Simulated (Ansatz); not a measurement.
Cl2H4N2Ti (SMILES [NH2][Ti]([NH2])([Cl])[Cl])

Input

```
crystal:
  periodic: [false, false, false]
  atoms:
    - {symbol: N, position_ang: [-1.162608, 0.889365, -0.536167]}
    - {symbol: Ti, position_ang: [0.401696, -0.106980, -0.455576]}
    - {symbol: N, position_ang: [0.513173, -0.719601, 1.287170]}
    - {symbol: Cl, position_ang: [0.248037, -1.817297, -1.846946]}
    - {symbol: Cl, position_ang: [2.123502, 1.203675, -0.905382]}
    - {symbol: H, position_ang: [-1.808257, 1.053650, 0.221460]}
    - {symbol: H, position_ang: [-1.473737, 1.347234, -1.383578]}
    - {symbol: H, position_ang: [1.047987, -0.263353, 2.014560]}
    - {symbol: H, position_ang: [0.198706, -1.632994, 1.587359]}
basis:
  gaussian: {orbitals: def2-TZVPP}
hamiltonian: {xc: pbe0, dispersion: d4}
output: {orbitals: {seedname: orbitals}}
```

Launched as:

```sh
ansatz run in.yaml --threads 4 --pin off --events-out ev --progress --plain --max-ram 10444MiB
```

Geometry: PBE0-D4/def2-TZVP.

These are results of Ansatz, RKS PBE0-D4/def2-TZVPP, not measurements.

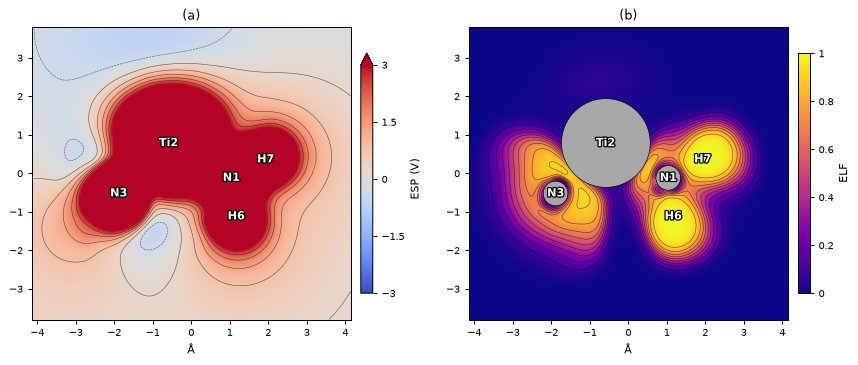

Figure 1. (a) electrostatic potential; (b) ELF on the plane of atoms Ti2, N1 and H6. Grey discs cover the atomic cores in the ELF map.

### Describe what can be read from this map.

Atoms in the plane: N, Ti and H. Ti–N (1.85 Å): the ELF peaks at about 0.90 in the valence shell of N, 0.6 Å from its nucleus, and is about 0.40 at the midpoint. N–H (1.01 Å): the ELF climbs to about 1 towards the hydrogen, as it does in any bond to H: a covalent bond by its length. Outside the dense part of the molecule the potential is most negative (−0.6 V) near Cl5, which lies off the plane.

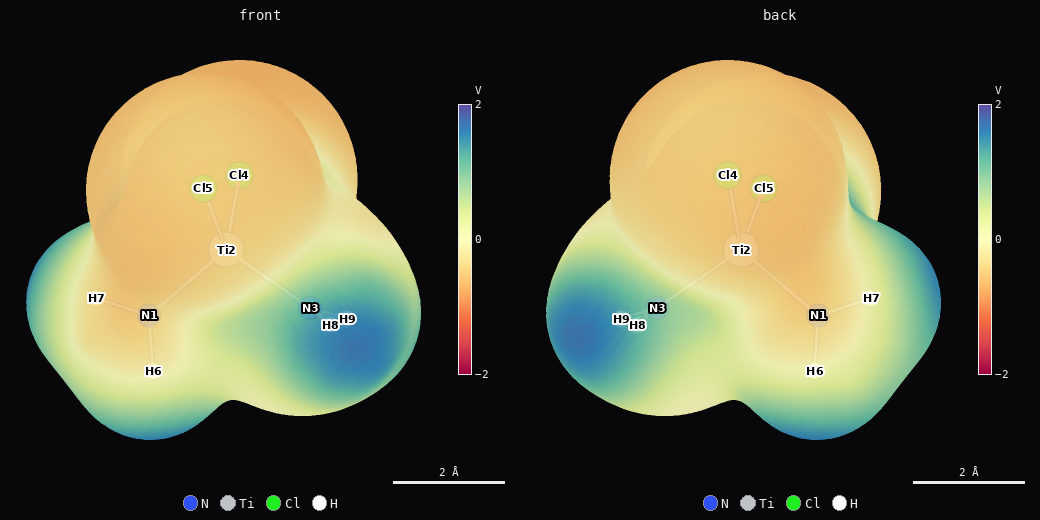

Figure 2. The molecular electrostatic potential painted on the density surface at 0.001 e/bohr³, seen from the front and from behind; the colour scale runs from red (negative) to blue (positive).

### Describe the electrostatic potential map.

The most negative region (about −0.7 V) lies over Cl4 and Cl5, the most positive (about +1.7 V) over H8 and H9.

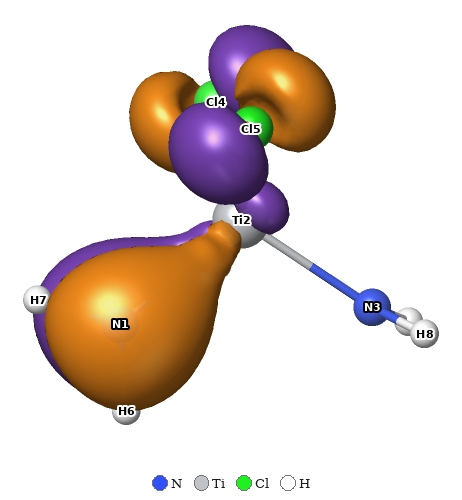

Figure 3. One frontier orbital at ±0.15 Å⁻³ᐟ² (orange and purple are the two phases), seen across its widest extent.

### Which orbital is it: HOMO or LUMO?

The HOMO, at −7.91 eV. Its weight (Hirshfeld) is mainly on N1 (about 55 %), Cl4 (about 15 %), Cl5 (about 15 %) and Ti2 (about 10 %); largely a combination of lone pairs on N1, Cl4 and Cl5.
